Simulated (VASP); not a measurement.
# A VASP study of EuAg4Sb2 (PBEsol + U): structure first, properties next, part 2 of 6

Aim: relax EuAg4Sb2 with PBEsol + U, compute its properties on that cell and hold them against experiment. The start is a cell from a database of measured crystal structures.

VASP 6.6.1, plane waves and PAW; the level of theory is named at each step.

So far: Set-up; Full relaxation (PBEsol + U).

**2. Full relaxation (PBEsol + U) (continued)**

Level of this step: PBEsol, DFT+U (Eu f 7 eV), spin-polarised from a ferromagnetic start (one magnetic atom a cell); plane waves and PAW (Eu, Ag, Sb) (VASP).

From OUTCAR (step 2):

```text
ion  position               nearest neighbor table
   1  0.000  0.000  0.000-   7 3.32   6 3.32   7 3.32   7 3.32   6 3.32   6 3.32   3 3.50   2 3.50

  LATTYP: Found a trigonal (rhomboedric) cell.
 ALAT       =     8.6698225961
 COS(alpha) =     0.8515599905

 Subroutine GETGRP returns: Found 12 space group operations
 (whereof 12 operations were pure point group operations)

The static configuration has the point symmetry D_3d.

 Found     32 irreducible k-points:

   k-points           NKPTS =     32   k-points in BZ     NKDIM =     32   number of bands    NBANDS=     47

   dimension x,y,z NGX =    60 NGY =   60 NGZ =   60
   dimension x,y,z NGXF=   120 NGYF=  120 NGZF=  120

   ENCUT  =  450.0 eV  33.07 Ry    5.75 a.u.  15.00 15.00 15.00*2*pi/ulx,y,z

   NELECT =      71.0000    total number of electrons

 k-points in reciprocal lattice and weights: Automatic mesh
   0.00000000  0.00000000  0.00000000       0.005
   0.16666667  0.00000000 -0.00000000       0.028
   0.33333333  0.00000000 -0.00000000       0.028
   0.50000000  0.00000000 -0.00000000       0.014
   0.16666667  0.16666667 -0.00000000       0.028
   0.33333333  0.16666667 -0.00000000       0.056
   0.50000000  0.16666667 -0.00000000       0.056
  -0.33333333  0.16666667  0.00000000       0.056
  -0.16666667  0.16666667  0.00000000       0.028
[...]
-0.33333333  0.50000000  0.33333333       0.028
   0.50000000  0.50000000  0.50000000       0.005

atom =   1  type =  1  l = 3

 onsite density matrix

spin component  1

  0.9755  0.0000 -0.0000  0.0017  0.0000 -0.0000  0.0000
  0.0000  0.9717  0.0000  0.0000 -0.0015  0.0000  0.0000
 -0.0000  0.0000  0.9770  0.0000 -0.0000 -0.0015 -0.0000
  0.0017  0.0000  0.0000  0.9747  0.0000 -0.0000  0.0000
  0.0000 -0.0015 -0.0000  0.0000  0.9770  0.0000 -0.0000
 -0.0000  0.0000 -0.0015 -0.0000  0.0000  0.9717  0.0000
  0.0000  0.0000 -0.0000  0.0000 -0.0000  0.0000  0.9776

spin component  2

  0.0009  0.0000 -0.0000 -0.0007  0.0000  0.0000 -0.0000
  0.0000  0.0013  0.0000 -0.0000  0.0001  0.0000 -0.0000
 -0.0000  0.0000  0.0007  0.0000 -0.0000  0.0001 -0.0000
 -0.0007 -0.0000  0.0000  0.0011  0.0000 -0.0000 -0.0000
  0.0000  0.0001 -0.0000  0.0000  0.0007  0.0000 -0.0000
  0.0000  0.0000  0.0001 -0.0000  0.0000  0.0013 -0.0000
 -0.0000 -0.0000 -0.0000 -0.0000 -0.0000 -0.0000  0.0005

 occupancies and eigenvectors

  o =  0.0003  v =  0.0000  0.0000  0.0000  0.0000  0.0000  0.0000  0.0000  0.7631  0.0000  0.0000  0.6463 -0.0000  0.0000  0.0000      0.0000  0.0000  0.0000  0.0000  0.0000  0.0000  0.0000  0.0000  0.0000  0.0000  0.0000  0.0000  0.0000  0.0000
  o =  0.0005  v =  0.0000  0.0000  0.0000  0.0000  0.0000  0.0000  0.0000  0.0000  0.0000 -0.0000  0.0000 -0.0000  0.0000 -1.0000      0.0000  0.0000  0.0000  0.0000  0.0000  0.0000  0.0000  0.0000  0.0000  0.0000  0.0000  0.0000  0.0000  0.0000
  o =  0.0007  v =  0.0000  0.0000  0.0000  0.0000  0.0000  0.0000  0.0000  0.0000 -0.0000  0.9835 -0.0000  0.0000 -0.1811 -0.0000      0.0000  0.0000  0.0000  0.0000  0.0000  0.0000  0.0000  0.0000  0.0000  0.0000  0.0000  0.0000  0.0000  0.0000
  o =  0.0007  v =  0.0000  0.0000  0.0000  0.0000  0.0000  0.0000  0.0000  0.0000 -0.1811 -0.0000  0.0000  0.9835  0.0000 -0.0000      0.0000  0.0000  0.0000  0.0000  0.0000  0.0000  0.0000  0.0000  0.0000  0.0000  0.0000  0.0000  0.0000  0.0000
  o =  0.0013  v =  0.0000  0.0000  0.0000  0.0000  0.0000  0.0000  0.0000  0.0000  0.0001 -0.1811 -0.0000  0.0000 -0.9835  0.0000      0.0000  0.0000  0.0000  0.0000  0.0000  0.0000  0.0000  0.0000  0.0000  0.0000  0.0000  0.0000  0.0000  0.0000
  o =  0.0013  v =  0.0000  0.0000  0.0000  0.0000  0.0000  0.0000  0.0000 -0.0000  0.9835  0.0000  0.0000  0.1811  0.0001 -0.0000      0.0000  0.0000  0.0000  0.0000  0.0000  0.0000  0.0000  0.0000  0.0000  0.0000  0.0000  0.0000  0.0000  0.0000
  o =  0.0017  v =  0.0000  0.0000  0.0000  0.0000  0.0000  0.0000  0.0000 -0.6463 -0.0000  0.0000  0.7631 -0.0000 -0.0000  0.0000      0.0000  0.0000  0.0000  0.0000  0.0000  0.0000  0.0000  0.0000  0.0000  0.0000  0.0000  0.0000  0.0000  0.0000
  o =  0.9713  v = -0.0000 -0.0001  0.2571  0.0000 -0.0000  0.9664 -0.0000  0.0000  0.0000  0.0000  0.0000  0.0000  0.0000  0.0000      0.0000  0.0000  0.0000  0.0000  0.0000  0.0000  0.0000  0.0000  0.0000  0.0000  0.0000  0.0000  0.0000  0.0000
  o =  0.9713  v =  0.0000 -0.9664 -0.0000 -0.0000 -0.2571 -0.0001 -0.0000  0.0000  0.0000  0.0000  0.0000  0.0000  0.0000  0.0000      0.0000  0.0000  0.0000  0.0000  0.0000  0.0000  0.0000  0.0000  0.0000  0.0000  0.0000  0.0000  0.0000  0.0000
  o =  0.9733  v =  0.6266  0.0000  0.0000 -0.7794  0.0000  0.0000  0.0000  0.0000  0.0000  0.0000  0.0000  0.0000  0.0000  0.0000      0.0000  0.0000  0.0000  0.0000  0.0000  0.0000  0.0000  0.0000  0.0000  0.0000  0.0000  0.0000  0.0000  0.0000
  o =  0.9768  v =  0.7794 -0.0000  0.0000  0.6266 -0.0000 -0.0000 -0.0000  0.0000  0.0000  0.0000  0.0000  0.0000  0.0000  0.0000      0.0000  0.0000  0.0000  0.0000  0.0000  0.0000  0.0000  0.0000  0.0000  0.0000  0.0000  0.0000  0.0000  0.0000
  o =  0.9774  v =  0.0000 -0.0000 -0.9664  0.0000  0.0000  0.2571  0.0000  0.0000  0.0000  0.0000  0.0000  0.0000  0.0000  0.0000      0.0000  0.0000  0.0000  0.0000  0.0000  0.0000  0.0000  0.0000  0.0000  0.0000  0.0000  0.0000  0.0000  0.0000
  o =  0.9774  v =  0.0000  0.2571 -0.0000 -0.0000 -0.9664  0.0000 -0.0000  0.0000  0.0000  0.0000  0.0000  0.0000  0.0000  0.0000      0.0000  0.0000  0.0000  0.0000  0.0000  0.0000  0.0000  0.0000  0.0000  0.0000  0.0000  0.0000  0.0000  0.0000
  o =  0.9776  v = -0.0000 -0.0000  0.0000 -0.0000  0.0000 -0.0000 -1.0000  0.0000  0.0000  0.0000  0.0000  0.0000  0.0000  0.0000      0.0000  0.0000  0.0000  0.0000  0.0000  0.0000  0.0000  0.0000  0.0000  0.0000  0.0000  0.0000  0.0000  0.0000

 average (electrostatic) potential at core
       1 -33.4642       2 -72.0406       3 -72.0406       4 -72.1936       5 -72.1936
       6 -85.0473       7 -85.0473

 E-fermi :   7.2962

 spin component 1
 k-point     1 :       0.0000    0.0000    0.0000
  band No.  band energies     occupation
    ...
     33       5.6300      1.00000
     34       5.6573      1.00000
     35       6.6369      1.00002
     36       6.6369      1.00002
     37       6.7941      1.00111
     38       7.4919     -0.02274
     39       8.0249     -0.00000
     40       8.0249     -0.00000
     41       8.5089     -0.00000
     42       8.5922     -0.00000
    ...

 k-point     2 :       0.1667    0.0000   -0.0000
  band No.  band energies     occupation
    ...
     35       5.7375      1.00000
     36       6.1844      1.00000
     37       6.4425      1.00000
     38       7.1484      0.97271
     39       7.2126      0.82181
     40       8.2855     -0.00000
     41       8.4514     -0.00000
     42       8.8294     -0.00000
     43       9.8998     -0.00000
     44      10.0330     -0.00000
    ...

 k-point     3 :       0.3333    0.0000   -0.0000
  band No.  band energies     occupation
    ...
     35       5.6343      1.00000
     36       5.7035      1.00000
     37       5.7036      1.00000
     38       6.0268      1.00000
     39       6.8675      1.00489
     40       8.0587     -0.00000
     41       8.8446     -0.00000
     42       9.1397     -0.00000
     43      10.1370     -0.00000
     44      10.2149     -0.00000
    ...

 k-point     4 :       0.5000    0.0000   -0.0000
  band No.  band energies     occupation
    ...
     35       5.6322      1.00000
     36       5.6453      1.00000
     37       5.6556      1.00000
     38       5.6834      1.00000
     39       6.7998      1.00126
     40       8.1190     -0.00000
     41       8.9102     -0.00000
     42       9.3417     -0.00000
     43       9.8433     -0.00000
     44      10.2280     -0.00000
    ...

 k-point     5 :       0.1667    0.1667   -0.0000
  band No.  band energies     occupation
    ...
     34       5.6369      1.00000
     35       5.7700      1.00000
     36       6.0676      1.00000
     37       6.3682      1.00000
     38       7.0248      1.03323
     39       7.4177      0.07670
     40       8.2005     -0.00000
     41       8.6937     -0.00000
     42       9.0722     -0.00000
     43       9.7662     -0.00000
    ...

 k-point     6 :       0.3333    0.1667   -0.0000
  band No.  band energies     occupation
    ...
     35       5.6474      1.00000
     36       5.7040      1.00000
     37       5.8495      1.00000
     38       6.0520      1.00000
     39       6.5499      1.00000
     40       8.2902     -0.00000
     41       9.1895     -0.00000
     42       9.4262     -0.00000
     43       9.8221     -0.00000
     44      10.1654     -0.00000
    ...

  Total        0.0086404      0.0086404      0.0430353      0.0000000      0.0000000      0.0000000
  in kB        0.0900549      0.0900549      0.4485367      0.0000000      0.0000000      0.0000000
  external PRESSURE =       0.2095489 kB  Pullay stress =       0.0000000 kB

  energy-cutoff  :      450.00
  volume of cell :      153.72
      direct lattice vectors                 reciprocal lattice vectors
     2.333278746  1.347119112  8.151052004     0.214290727  0.123720809  0.040894517
    -2.333278746  1.347119112  8.151052004    -0.214290727  0.123720809  0.040894517
     0.000000000 -2.694238225  8.151052004     0.000000000 -0.247441618  0.040894517

 POSITION                                       TOTAL-FORCE (eV/Angst)
 -----------------------------------------------------------------------------------
     -0.00000     -0.00000      0.00000        -0.000000      0.000000      0.000000
      0.00000      0.00000      3.49871        -0.000000      0.000000     -0.008454
      0.00000      0.00000     20.95445         0.000000     -0.000000      0.008454
      0.00000      0.00000     10.65697         0.000000     -0.000000      0.007058
      0.00000      0.00000     13.79618        -0.000000      0.000000     -0.007058
      0.00000      0.00000      6.30255        -0.000000      0.000000     -0.000575
      0.00000      0.00000     18.15061         0.000000      0.000000      0.000575
 -----------------------------------------------------------------------------------
    total drift:                                0.000000     -0.000000      0.000000

  FREE ENERGIE OF THE ION-ELECTRON SYSTEM (eV)
  ---------------------------------------------------
  free  energy   TOTEN  =       -35.4718425537 eV

  energy  without entropy=      -35.4722410134  energy(sigma->0) =      -35.47197537

 reached required accuracy - stopping structural energy minimisation

 total charge
# of ion       s       p       d       f       tot
--------------------------------------------------
    1        2.025   5.736   0.301   6.824  14.886
    2        0.372   0.308   9.176   0.000   9.856
    3        0.372   0.308   9.176   0.000   9.856
    4        0.409   0.338   9.153   0.000   9.900
    5        0.409   0.338   9.153   0.000   9.900
    6        1.128   1.306   0.036   0.000   2.469
    7        1.128   1.306   0.036   0.000   2.469
--------------------------------------------------
tot          5.843   9.640  37.029   6.824  59.336

 magnetization (x)
# of ion       s       p       d       f       tot
--------------------------------------------------
    1       -0.012  -0.103   0.059   6.812   6.756
    2        0.000  -0.000  -0.003   0.000  -0.002
    3        0.000  -0.000  -0.003   0.000  -0.002
    4       -0.004   0.000  -0.002   0.000  -0.006
    5       -0.004   0.000  -0.002   0.000  -0.006
    6       -0.005  -0.014   0.001   0.000  -0.018
    7       -0.005  -0.014   0.001   0.000  -0.018
--------------------------------------------------
tot         -0.029  -0.131   0.052   6.812   6.703

[... 6 further parts left out ...]
```

The cell holds one magnetic atom, so no antiferromagnetic order fits into it. Experiment finds antiferromagnetic order in this phase (below 10.5 K, arxiv:2406.18252), so this ferromagnetic run describes another state. The PAW data sets were made with PBE, which is usual practice but a small mismatch for other functionals. The run keeps the 12 symmetry operations of its start, so it cannot find a distortion of lower symmetry.

The steps of the relaxation (22 of 28):

```tsv
step	energy less that of the first step (eV)	largest force (eV/Å)	pressure (GPa)	volume (Å³)
1	0.0000	0.0589	-2.09	159.04
2	-0.0255	0.2103	1.08	152.32
4	-0.0323	0.1353	-0.02	154.47
5	-0.0342	0.1011	-0.05	154.36
6	-0.0371	0.0558	-0.05	154.07
7	-0.0374	0.0649	-0.06	153.93
9	-0.0393	0.0298	0.11	153.35
10	-0.0396	0.0256	-0.11	153.79
11	-0.0396	0.0259	-0.13	153.77
13	-0.0401	0.0130	-0.07	153.88
14	-0.0401	0.0178	-0.07	153.91
15	-0.0403	0.0123	0.00	153.72
16	-0.0403	0.0105	0.05	153.64
18	-0.0403	0.0120	0.10	153.69
19	-0.0403	0.0134	0.09	153.71
20	-0.0403	0.0139	0.07	153.71
22	-0.0403	0.0107	-0.04	153.79
23	-0.0403	0.0120	-0.05	153.77
24	-0.0403	0.0123	-0.04	153.74
25	-0.0403	0.0132	-0.04	153.73
27	-0.0403	0.0133	-0.02	153.72
28	-0.0403	0.0085	0.02	153.72
```

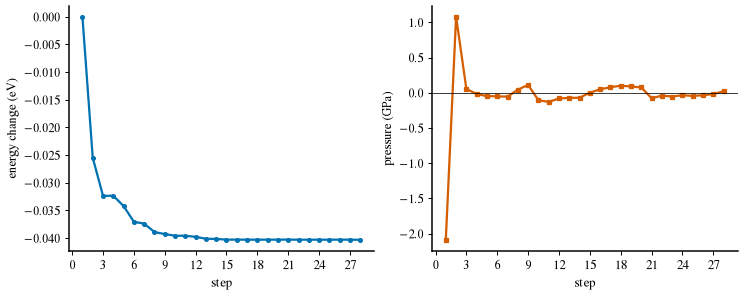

Energy and pressure along the relaxation.

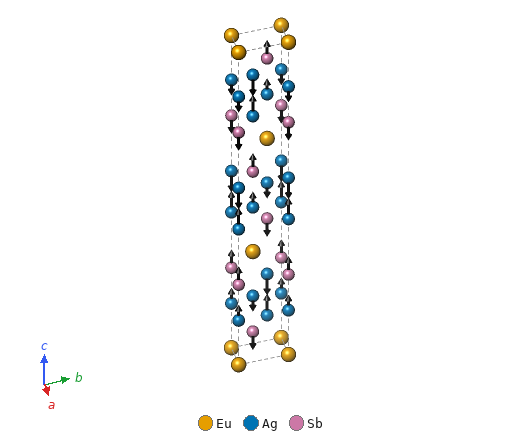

Displacements in the relaxation, exaggerated, measured against the changing cell; the longest in the cell stands for 0.04 Å. Some periodic images of atoms are drawn too.

```tsv
conventional cell, symmetrised	before	after	change
a (Å)	4.724	4.667	-1.2 %
b (Å)	4.724	4.667	-1.2 %
c (Å)	24.689	24.453	-1.0 %
volume (Å³/atom)	22.72	21.96	-3.3 %
```

The atoms that moved most (Å, as changes of fractional coordinates times the final cell):

```tsv
atom	dx	dy	dz	length
Ag4	0.000	0.000	0.042	0.042
Ag5	0.000	0.000	-0.042	0.042
Sb6	0.000	0.000	0.034	0.034
Sb7	0.000	0.000	-0.034	0.034
Ag3	0.000	0.000	-0.027	0.027
Ag2	0.000	0.000	0.027	0.027
```

The relaxed structure:

```cif
data_structure
_symmetry_space_group_name_H-M 'P 1'
_symmetry_Int_Tables_number 1
_cell_length_a 8.5848
_cell_length_b 8.5848
_cell_length_c 8.5848
_cell_angle_alpha 31.542
_cell_angle_beta 31.542
_cell_angle_gamma 31.542
_cell_volume 153.72
loop_
_atom_site_label
_atom_site_type_symbol
_atom_site_fract_x
_atom_site_fract_y
_atom_site_fract_z
_atom_site_occupancy
Eu1 Eu 0.00000 0.00000 0.00000 1
Ag2 Ag 0.14308 0.14308 0.14308 1
Ag3 Ag 0.85692 0.85692 0.85692 1
Ag4 Ag 0.43581 0.43581 0.43581 1
Ag5 Ag 0.56419 0.56419 0.56419 1
Sb6 Sb 0.25774 0.25774 0.25774 1
Sb7 Sb 0.74226 0.74226 0.74226 1
```

Numbers from this step:

```yaml
electrons: 71
bands: 47
irreducible_k_points: 32
symmetry_operations: 12
free_energy_toten: -35.47 eV
energy_at_zero_smearing: -35.47 eV
fermi_energy: 7.296 eV
pressure: 0.02095 GPa
moment_of_the_cell_from_the_last_line_of_the_log: 7.048 μB
metallic: yes
scf_cycles_over_all_ionic_steps: 207
```

Spin moment in the PAW sphere by atom:

```tsv
atom	spin moment in the PAW sphere (μB)
Eu1	6.76
Ag2	0.00
Ag3	0.00
Ag4	-0.01
Ag5	-0.01
Sb6	-0.02
Sb7	-0.02
```

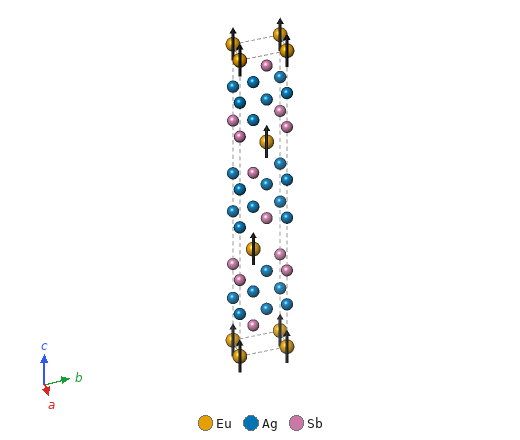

Spin moment in the PAW sphere as arrows, the longest 6.76 μB. Up and down stand for the sign. Arrows give size and sign along the axis of quantisation, drawn up and down the page. Some periodic images of atoms are drawn too.

It ends with a largest force of 0.008 eV/Å and a pressure of 0.02 GPa. The volume lies -3.3 % from that of the database's start, which holds the thermal and zero-point expansion of its experiment.

[end of part 2 of 6]

[Lines on the potential files, build, host, timing and source positions are cut from VASP's logs without a mark.]

[Logs are printed without paths, hosts, clocks, repeated set-up lines and the standing remarks that a program may print on its own settings, such as how far it seeks lower states.]

[Hosts, paths, dates, database ids (printed as entryN), source tags and the programs' standing remarks are cut or masked in the printed files.]

[A measured line is paired with the nearest computed mode of its activity, which favours agreement.]
